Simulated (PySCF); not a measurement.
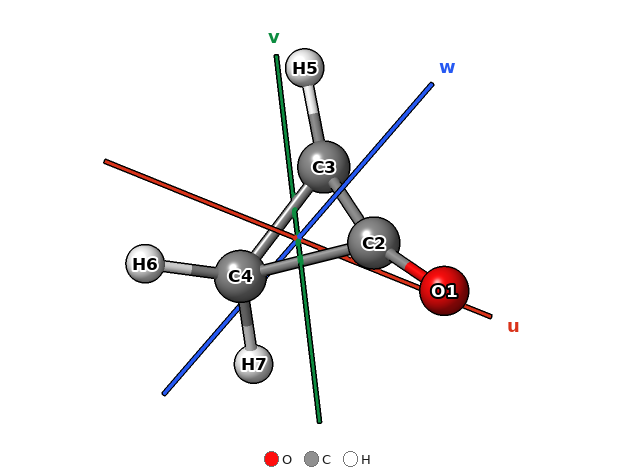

The lines u, v and w are the principal axes of the g tensor. The species is neutral and a spin doublet. The geometry was computed by an optimisation with GFN2-xTB. No frequency run is at hand to confirm it as a minimum. Method: UKS B3LYP, pcH-1 on C H O, non-relativistic, mean-field spin-orbit, GIAO (PySCF 2.14.0).

Along which axis does g lie farthest from the free-electron value?

Answer. Along v: the shift is 3141 ppm.

Give the principal values and shifts.

| axis | g | shift (ppm) |
| --- | --- | --- |
| u | 2.00471 | 2392 |
| v | 2.00546 | 3141 |
| w | 2.00220 | −123 |
